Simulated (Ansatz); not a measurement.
```xyz
24
Lattice="2.7545 0.0000 0.0000 -1.3772 2.3854 0.0000 0.0000 0.0000 27.7505" Properties=species:S:1:pos:R:3 pbc="T T T"
N     0.0000    0.0000    0.2223
N     1.3772    0.7951    9.4726
N     0.0000    1.5903   18.7227
N     1.3772    0.7951    2.2805
N     0.0000    1.5903   11.5306
N     0.0000    0.0000   20.7809
N     0.0000    1.5903    4.3482
N     0.0000    0.0000   13.5983
N     1.3772    0.7951   22.8483
As    0.0000    0.0000    6.9246
As    1.3772    0.7951   16.1749
As    0.0000    1.5903   25.4250
B     1.3772    0.7951    0.7298
B     0.0000    1.5903    9.9799
B     0.0000    0.0000   19.2300
B     0.0000    1.5903    2.7864
B     0.0000    0.0000   12.0365
B     1.3772    0.7951   21.2868
B     0.0000    0.0000    4.8358
B     1.3772    0.7951   14.0859
B     0.0000    1.5903   23.3359
B     1.3772    0.7951    7.9355
B     0.0000    1.5903   17.1856
B     0.0000    0.0000   26.4356
```

Space group R3m; started from the ordered alloy on zincblende lattice prototype, which need not be the ambient phase; not relaxed (largest force 0.4 eV/Å); computed pressure about 3 GPa in this cell.

Level of theory: DFT, PBE with spin-orbit coupling, plane waves, PAW (Ansatz).

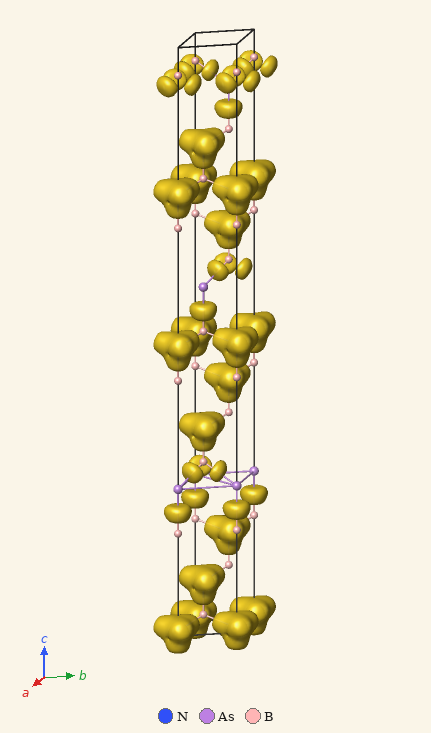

B4AsN3. Isosurface of the electron localisation function at 0.7 (yellow), seen slightly off an axis. Only the valence region is drawn (cores and ρ < 0.01 e/Å³ removed). Sticks mark near contacts.

Question: Identify the bonds, lone pairs and shells in this picture.

Answer: At this value the surface marks out twelve regions between bonded As–B atoms (shared pairs) and nine regions on N in which the atom's valence shell and bonds are merged, counted in one cell of 24 atoms. Any copies at cell faces, edges or corners count once. Along the contacts the grid gives the following. B–N (1.54 Å): the ELF peaks at about 0.90 between the atoms; a shared but strongly polarised pair. B–As (1.88 Å): the ELF peaks at about 0.85 between the atoms.
